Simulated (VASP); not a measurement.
Band structure of CaO (relaxed from the NiAs type structure, space group P6_3/mmc). All values below come from PBEsol GGA, VASP's PBE PAW potentials (set 64) (plane waves; VASP).

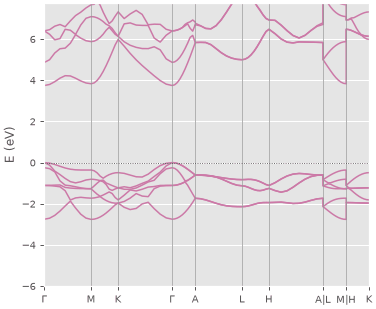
*Bands along high-symmetry lines, zero at the valence-band maximum or, without a gap, the Fermi level*

Q: Read the plot: is there a gap, and where are the band edges?

A: The gap is direct, 3.74 eV, from the valence maximum at Γ to the conduction minimum at Γ. (Edges off the drawn lines would not show.)

The structure was generated: CaO was put into the NiAs type type (P6_3/mmc), which need not be its known phase. It was relaxed first, which changed the volume by -20 %.
